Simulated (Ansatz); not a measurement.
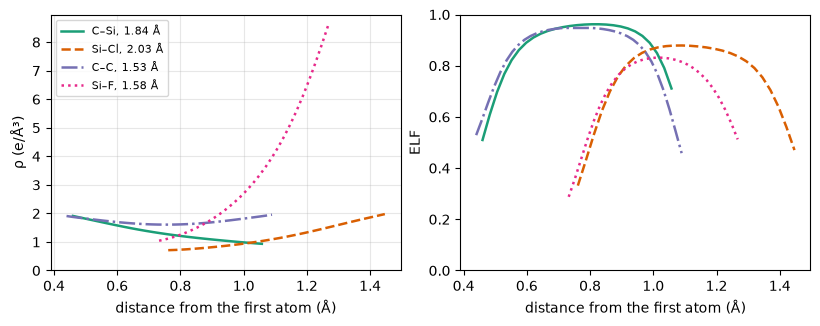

Figure 1: C2H5ClF2Si. Total electron density and ELF along straight lines between neighbouring atoms. The curves leave out the atomic cores.

Geometry: PBE0-D4/def2-TZVP.

Theory: RKS PBE0-D4/def2-TZVPP (Ansatz).

```yaml
atoms:
  - { symbol: C, position_ang: [0.3356, -0.9776, -1.0378] }
  - { symbol: C, position_ang: [0.7030, 0.0006, 0.0788] }
  - { symbol: Si, position_ang: [-0.7540, 0.8247, 0.8409] }
  - { symbol: F, position_ang: [-1.7516, -0.2403, 1.4561] }
  - { symbol: F, position_ang: [-1.5814, 1.6310, -0.2422] }
  - { symbol: Cl, position_ang: [-0.2368, 2.1181, 2.3179] }
  - { symbol: H, position_ang: [-0.1907, -0.4747, -1.8517] }
  - { symbol: H, position_ang: [1.2307, -1.4403, -1.4581] }
  - { symbol: H, position_ang: [-0.3100, -1.7780, -0.6708] }
  - { symbol: H, position_ang: [1.3695, 0.7864, -0.2922] }
  - { symbol: H, position_ang: [1.2510, -0.5070, 0.8797] }
```

### What can be read from the curves?

C–Si (1.84 Å): ρ is about 1.1 e/Å³ halfway; the ELF peaks at about 0.95 between the atoms; a covalent bond.
Si–Cl (2.03 Å): ρ at the midpoint is about 0.96 e/Å³; the ELF peaks at about 0.90 between the atoms, as expected for a shared but strongly polarised pair.
C–C (1.53 Å): the density is about 1.6 e/Å³ at the midpoint; the ELF peaks at about 0.95 between the atoms: a shared electron pair.
Si–F (1.58 Å): ρ at the midpoint is about 1.2 e/Å³; the ELF peaks at about 0.85 in the valence shell of F, 0.6 Å from its nucleus, and is about 0.50 at the midpoint.
